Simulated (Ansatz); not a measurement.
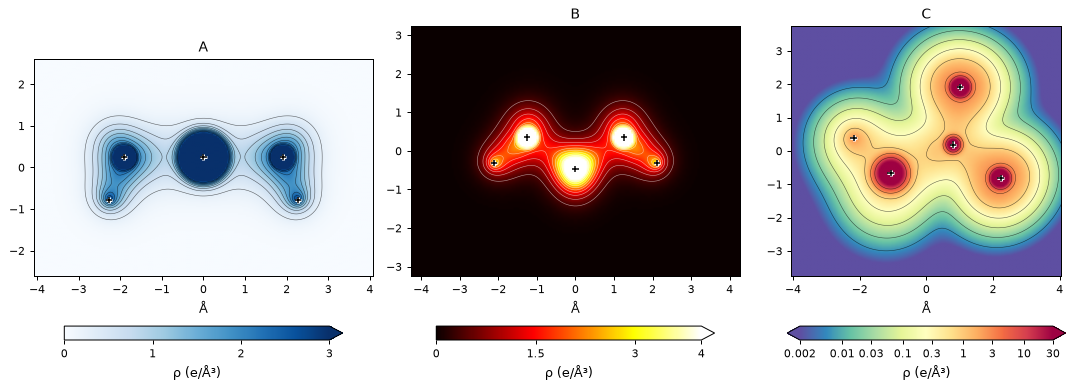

The electron density of 3 systems, each on a plane through atoms (crosses mark nuclei in the plane).

Level of theory: RKS PBE0-D4/def2-TZVPP in Ansatz 0.2.0.

System 1: C2H8N (charge +1), the plane of atoms C1, N2 and C3. Geometry: PBE0-D4/def2-TZVP.

```yaml
atoms:
  - { symbol: C, position_ang: [-0.8302, 0.4058, -0.8719] }
  - { symbol: N, position_ang: [-0.3528, -0.3150, 0.3422] }
  - { symbol: C, position_ang: [1.1063, -0.1593, 0.6041] }
  - { symbol: H, position_ang: [-1.8999, 0.2404, -0.9863] }
  - { symbol: H, position_ang: [-0.2943, 0.0195, -1.7365] }
  - { symbol: H, position_ang: [-0.6239, 1.4670, -0.7476] }
  - { symbol: H, position_ang: [-0.8768, 0.0137, 1.1556] }
  - { symbol: H, position_ang: [-0.5734, -1.3086, 0.2511] }
  - { symbol: H, position_ang: [1.3679, -0.7154, 1.5025] }
  - { symbol: H, position_ang: [1.3224, 0.8986, 0.7391] }
  - { symbol: H, position_ang: [1.6546, -0.5466, -0.2523] }
```

System 2: C2H6Ga (SMILES [CH3][Ga+][CH3]) (charge +1), the plane of atoms Ga2, C1 and H4. Geometry: PBE0-D4/def2-TZVP.

```yaml
atoms:
  - { symbol: C, position_ang: [-0.9282, 1.2931, -1.0488] }
  - { symbol: Ga, position_ang: [0.0000, 0.0000, 0.0000] }
  - { symbol: C, position_ang: [0.9282, -1.2931, 1.0488] }
  - { symbol: H, position_ang: [-1.8129, 0.8323, -1.4941] }
  - { symbol: H, position_ang: [-0.2699, 1.6593, -1.8400] }
  - { symbol: H, position_ang: [-1.2323, 2.1269, -0.4118] }
  - { symbol: H, position_ang: [0.4190, -2.2566, 0.9717] }
  - { symbol: H, position_ang: [1.9524, -1.3911, 0.6817] }
  - { symbol: H, position_ang: [0.9437, -0.9708, 2.0925] }
```

System 3: BCl2GeH3 (SMILES Cl[B](Cl)[GeH3]), the plane of atoms B2, Ge4 and H7. Geometry: PBE0-D4/def2-TZVP.

```yaml
atoms:
  - { symbol: Cl, position_ang: [1.7495, -1.4282, 1.2087] }
  - { symbol: B, position_ang: [0.2064, -1.0219, 0.5115] }
  - { symbol: Cl, position_ang: [-1.0824, -2.1918, 0.6047] }
  - { symbol: Ge, position_ang: [-0.1231, 0.7985, -0.4122] }
  - { symbol: H, position_ang: [-0.5562, 0.5606, -1.8683] }
  - { symbol: H, position_ang: [-1.2661, 1.5343, 0.3067] }
  - { symbol: H, position_ang: [1.1333, 1.6805, -0.3967] }
```

Q: Match each panel to its system.

A: Panel A is system 2, C2H6Ga: the plane holds C, Ga and H. C–Ga (1.91 Å): ρ is about 0.89 e/Å³ halfway. Panel B is system 1, C2H8N: the plane holds C, N and H. C–N (1.49 Å): ρ at the midpoint is about 1.8 e/Å³. Panel C is system 3, BCl2GeH3: the plane holds Cl, B, Ge and H. B–Cl (1.74 Å): the density is about 1.4 e/Å³ at the midpoint.
